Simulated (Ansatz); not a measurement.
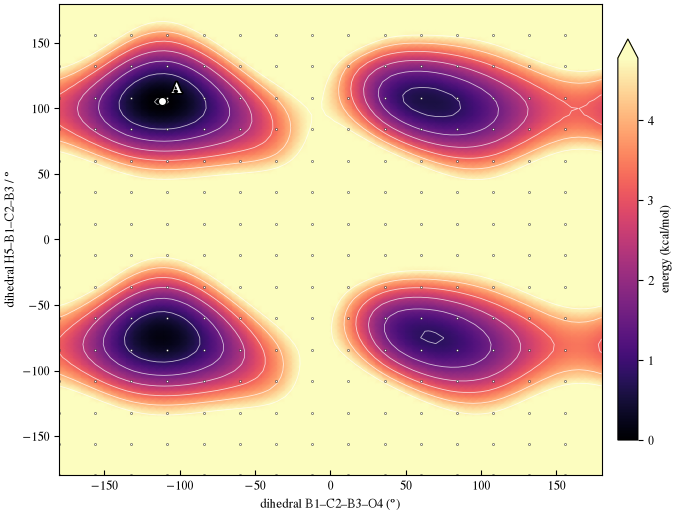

CH6B2O, SMILES BCBO. First axis: dihedral B1–C2–B3–O4. Second axis: dihedral H5–B1–C2–B3. Nothing is relaxed (all other coordinates rigid). The scan uses a 15 × 15 grid. All energies are given in kcal/mol relative to the lowest grid point. All numbers below come from RKS CAM-B3LYP-D4/def2-SVP in Ansatz 0.2.0.

In the figure: a smooth colour map with a few white contour lines, dots at the grid points, one colour for all values above the top of the scale, the well A. Between grid points the surface is interpolated.

**Estimate the position of the minimum and the force constants in these coordinates. Take the well at A.**

The interpolated minimum is at dihedral B1–C2–B3–O4 ≈ −112°, dihedral H5–B1–C2–B3 ≈ 105°. The curvatures there are about 0.32 eV/rad² and 0.55 eV/rad², with a cross term of about 0 eV/rad². Round the minimum the two coordinates are nearly uncoupled. (1 eV is 23.1 kcal/mol.)
